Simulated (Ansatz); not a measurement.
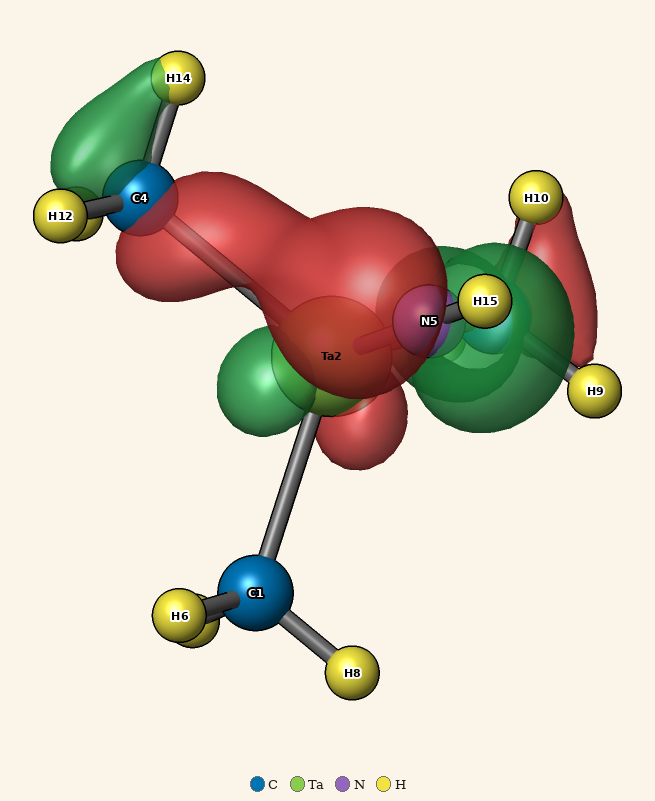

Figure 1: C3H10NTa (SMILES [CH3][Ta]([CH3])([CH3])=[NH]). The HOMO at ±0.15 Å⁻³ᐟ² (green and red are the two phases), seen at a tilt.

Geometry: PBE0-D4/def2-TZVP; core potentials replace the inner electrons of Ta.

The calculation used Ansatz 0.2.0, RKS PBE0-D4/def2-TZVPP.

The calculation's input:

```
crystal:
  periodic: [false, false, false]
  atoms:
    - {symbol: C, position_ang: [-1.823054, 0.997041, 0.297538]}
    - {symbol: Ta, position_ang: [0.083050, 0.120589, -0.230790]}
    - {symbol: C, position_ang: [1.590725, 0.506469, 1.272063]}
    - {symbol: C, position_ang: [-0.095752, -1.990488, -0.668939]}
    - {symbol: N, position_ang: [0.618793, 0.909234, -1.710796]}
    - {symbol: H, position_ang: [-2.570213, 0.860552, -0.491550]}
    - {symbol: H, position_ang: [-2.209894, 0.529860, 1.214417]}
    - {symbol: H, position_ang: [-1.739083, 2.074227, 0.478210]}
    - {symbol: H, position_ang: [1.729649, 1.578525, 1.447968]}
    - {symbol: H, position_ang: [2.565789, 0.098764, 0.983882]}
    - {symbol: H, position_ang: [1.298670, 0.042214, 2.224814]}
    - {symbol: H, position_ang: [-0.834070, -2.180449, -1.455664]}
    - {symbol: H, position_ang: [-0.413978, -2.535188, 0.231394]}
    - {symbol: H, position_ang: [0.852449, -2.422021, -1.006761]}
    - {symbol: H, position_ang: [0.925118, 1.359870, -2.556386]}
basis:
  gaussian: {orbitals: def2-TZVPP}
hamiltonian: {xc: pbe0, dispersion: d4}
output: {orbitals: {seedname: orbitals}}
```

Command:

```sh
ansatz run in.yaml --threads 4 --pin off --events-out ev --progress --plain --max-ram 11315MiB
```

> Describe this orbital and give its energy.

By Hirshfeld shares it lies mainly on N5 (about 40 %), Ta2 (about 25 %), C3 (about 10 %) and C4 (about 10 %). It is one of a degenerate set, so its orientation is arbitrary. Its energy is −7.36 eV.
